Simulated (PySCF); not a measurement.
# C11H16O3S: the cost of one run

Computed with PySCF 2.14.0 and routines of our own; the level stands in each step. Atoms count from 0.

### 1 The starting structure

31 atoms, charge 0, multiplicity 1; geometry from: GFN2-xTB.

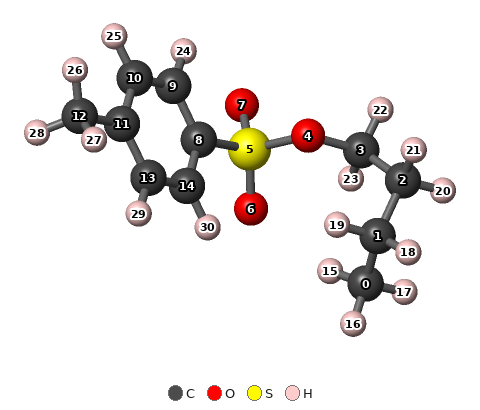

The starting geometry (carbon dark grey, oxygen red, sulfur yellow, hydrogen pink).

### 2 NMR shifts: GIAO KT3/pcSseg-1

The job: settings as JSON, then the geometry in Å.

```
{"job": {"kind": "nmr", "xc": "KT3", "basis": "pcSseg-1", "pop": false}, "charge": 0, "multiplicity": 1}
C     -3.381621     0.917760    -1.705145
C     -3.064004     1.028427    -0.217981
C     -3.383905    -0.246752     0.563717
C     -2.535866    -1.441653     0.133678
O     -1.150978    -1.153185     0.291889
S     -0.205115    -1.621541    -0.934722
O     -0.743811    -1.101771    -2.157210
O      0.000615    -3.035679    -0.859315
C      1.258610    -0.745650    -0.452727
C      2.205141    -1.390395     0.315883
C      3.333261    -0.696304     0.718043
C      3.511931     0.635838     0.357333
C      4.738914     1.384375     0.776910
C      2.540141     1.261623    -0.419933
C      1.410702     0.573967    -0.826822
H     -2.709480     0.217654    -2.194297
H     -3.262572     1.886696    -2.185022
H     -4.407943     0.585897    -1.851040
H     -3.642169     1.848714     0.215789
H     -2.004366     1.256210    -0.086708
H     -4.433109    -0.516522     0.425843
H     -3.211792    -0.064304     1.626270
H     -2.771078    -2.320201     0.745515
H     -2.715609    -1.686421    -0.916869
H      2.044540    -2.423769     0.577300
H      4.082012    -1.192619     1.317547
H      5.207760     0.912641     1.636242
H      4.496600     2.414972     1.025620
H      5.461873     1.399138    -0.038924
H      2.673251     2.294407    -0.706612
H      0.650853     1.036141    -1.436307
```

With the program's defaults for keys left out, this is: GIAO KT3/pcSseg-1 NMR shielding, non-relativistic, gas phase.

On the command line:

```sh
> OMP_NUM_THREADS=1 python large_run.py task.json out
```

One launch serves the whole session: the jobs run in the order shown.

Q: Estimate the wall time and peak memory of this job on 1 thread of AMD EPYC 7R43, shared host.

About 39 s, with a peak of 0.58 GiB.
